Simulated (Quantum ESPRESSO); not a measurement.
**Convergence study of the SCF threshold for Ta (Im-3m, 1 atom in the cell)**

```
CELL_PARAMETERS angstrom
     -1.65825     1.65825     1.65825
      1.65825    -1.65825     1.65825
      1.65825     1.65825    -1.65825
ATOMIC_POSITIONS crystal
  Ta 0.00000 0.00000 0.00000
```

Method of the run: PBE, SSSP 1.1.2 precision (PBE) pseudopotentials (plane waves; Quantum ESPRESSO).

Base settings: ecutwfc = 50 Ry; ecutrho = 400 Ry; occupations = smearing; smearing = gaussian; degauss = 0.0073499 Ry; potentials = {Ta: Ta_pbe_v1.uspp.F.UPF}; K_POINTS = automatic 14 14 14 0 0 0; conv_thr = 1e-10 Ry.

The mesh stays at the base's, so the ladder's end is converged at best in this setting alone.

Only quantities that move along the ladder and can be compared are tabulated.

The count of work is k-points × plane waves × bands × iterations; it is no time. 

The starting cell has typed, rounded lattice constants, without a prior relaxation at this level. Its lattice was rescaled by up to half a per cent. Spin polarisation is off.

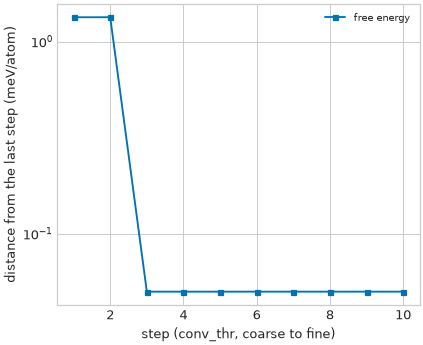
Figure: Distance from the last step along the ladder; very small values are drawn at a floor.

```csv
conv_thr,free energy less the last step's (meV/atom),count of work / last
0.0073 Ry,1.34,0.25
0.00073 Ry,1.34,0.25
7.3e-05 Ry,0.02,0.38
7.3e-06 Ry,0.00,0.50
7.3e-07 Ry,0.00,0.50
7.3e-08 Ry,0.00,0.62
7.3e-09 Ry,0.00,0.75
7.3e-10 Ry,0.00,0.75
1e-10 Ry,0.00,0.75
7.3e-12 Ry,0.00,0.88
7.3e-14 Ry,0.00,1.0
```

Coarsest conv_thr that holds the free energy within 0.5 meV/atom of the last step, with all finer ones: 7.3e-05 Ry, at 0.38 of the last step's count of work; the step before is off by 1.3 meV/atom.
